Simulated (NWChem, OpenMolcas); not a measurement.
How basis sets differ on GaH2O (SMILES [O][GaH2])

The species is GaH2O (4 atoms), meant as a doublet with charge 0. As SMILES, `[O][GaH2]`. The coordinates come from a PBE0-D4/def2-TZVP relaxation.

Each level gives the dipole moment (D). The values are calculated.

| level | kind | program | value (D) | CPU time |
| --- | --- | --- | --- | --- |
| UHF/ANO-R0 (sfX2C) | Hartree–Fock | OpenMolcas | 1.88 | 2.6 s |
| UHF/STO-3G | Hartree–Fock | OpenMolcas | 0.85 | 2.3 s |
| UHF/3-21G | Hartree–Fock | OpenMolcas | 2.18 | 2.6 s |
| UHF/6-31G* (spherical functions) | Hartree–Fock | NWChem | 2.27 | 13 s |
| UHF/def2-SVP | Hartree–Fock | OpenMolcas | 2.18 | 4.6 s |

All-electron rows without a relativistic Hamiltonian named are non-relativistic. The values span 0.85 to 2.27 D. Spin contamination of the reference (⟨S²⟩ at least 0.1 too high) touches UHF/ANO-R0. Magnitudes only: a small dipole may point the other way at some levels. Sets without polarisation functions give poor dipoles. CPU times are rough (shared hosts, several kinds of processor): they show what a rung costs within a factor of a few.

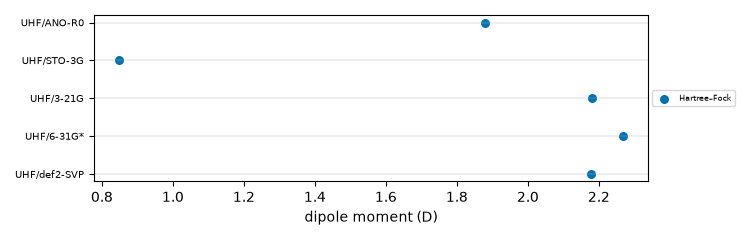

The values of the table, level by level.
